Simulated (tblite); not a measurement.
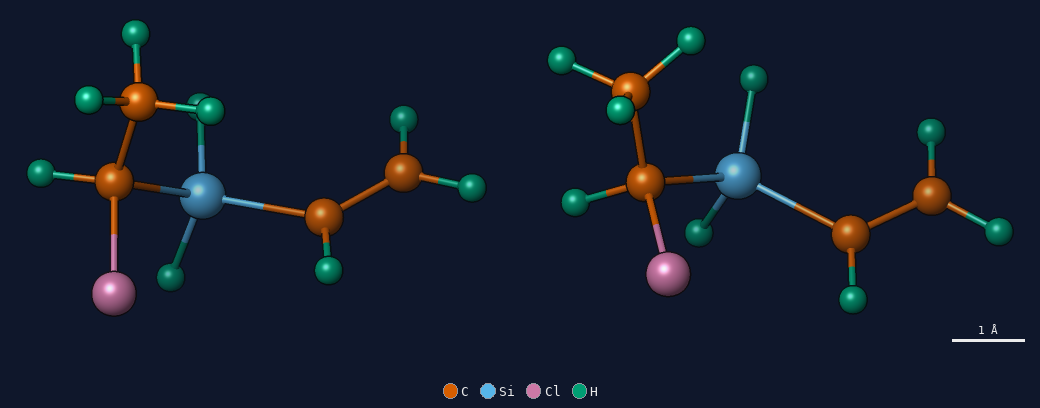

Two geometries of C4H9ClSi, drawn at one scale. One is the start of a relaxation, the other its converged end. The picture is a ball-and-stick view, seen at a tilt.

Theory: GFN2-xTB geometry optimisation, gas phase (tblite). 

> Which geometry has the lower energy?

The left one is the relaxed one. After 115 geometry steps the energy has fallen by 0.517 eV. The atom that moves furthest after the best rigid fit is an H atom (1.37 Å). By element the largest moves are H 1.37 Å, Cl 0.70 Å, Si 0.43 Å, C 0.43 Å. Among the contacts that change: C–Si 1.849 → 1.921 Å, C–Si 1.829 → 1.880 Å, C–H 1.131 → 1.091 Å, C–H 1.108 → 1.084 Å. Bond angles that change, for instance: C–Si–C 114.3° → 107.3°, C–C–Si 118.0° → 125.1°, C–Si–H 105.0° → 111.5°. Groups turn about C–C by about 45°, C–Si by about 40°.
